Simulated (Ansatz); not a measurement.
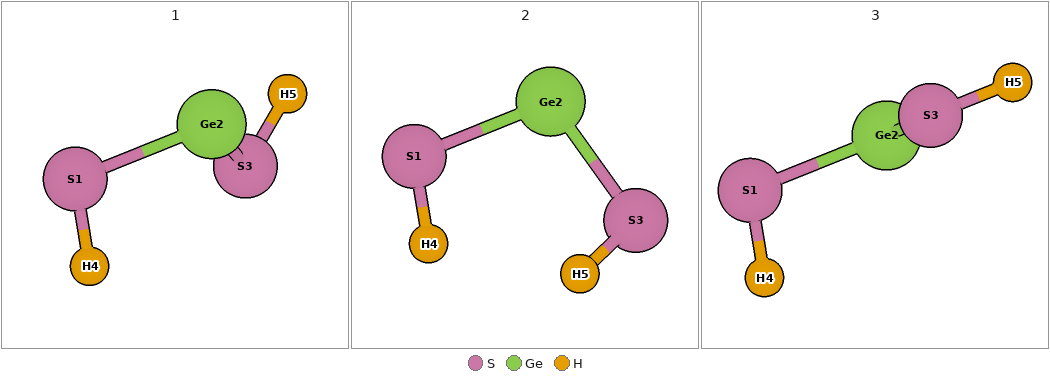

GeH₂S₂, SMILES [SH][Ge][SH]. Coordinates scanned: (1) dihedral S1–Ge2–S3–H5; (2) dihedral H4–S1–Ge2–S3. Nothing is relaxed (all other coordinates rigid). Grid: 9 × 9 points; 25 points were computed and 56 follow by symmetry. Points are written as (first, second). All energies are given in kJ/mol relative to the relaxed molecule at the same level. Level of theory: RKS wB97X-V/def2-SVP in Ansatz 0.2.0.

The numbered pictures are structures from this grid.

Question: Which is the most stable, and how do the others follow?

Answer: 2, at (−20°, −20°): 5 kJ/mol; 3, at (−180°, −100°): 37 kJ/mol; 1, at (140°, 60°): 47 kJ/mol.

The map, with the structures marked:

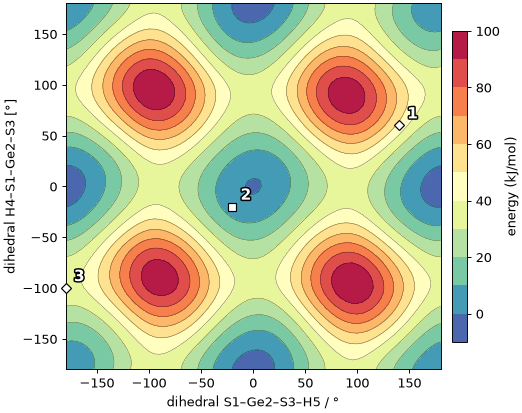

The picture shows filled contours. Between grid points the surface is interpolated.
